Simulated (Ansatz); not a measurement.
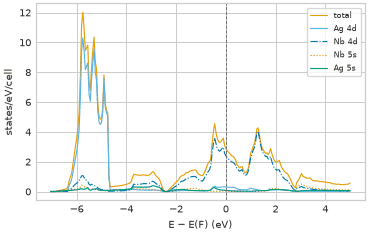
Figure. Total and projected density of states of NbAg (rock salt, space group No. 225), PBEsol in the plane-wave PAW code Ansatz

Q: Which orbitals carry the states next to the Fermi level?

A: Within 0.5 eV of the Fermi level: Nb 4d 82 %, Ag 4d 9 %. Projections are on Löwdin-orthogonalised atomic valence shells; empty p or d shells of many metals are not among them.

Q: Where is the tallest occupied peak in this window, and what makes it?

A: Near -5.8 eV, about 12 states/eV per cell; the largest projected share is Ag 4d.

Space group Fm-3m (rock salt). The start of the workflow was typed in or built on a structure type; neither database checked (COD, Materials Project) lists it. Whether it is the stable phase at ambient conditions was not checked. Symmetry was held in the PBEsol relaxation. At this level the phase is mechanically unstable. The run is not spin-polarised. Its formation energy is positive at this level, so the cell may be metastable or incomplete. Spin–orbit coupling is left out wherever it is not named.

Potentials: the earlier of the program's two PAW sets. The files were generated under PBE; for other functionals the program regenerates the frozen cores, and for LDA and PBEsol the local potential too.
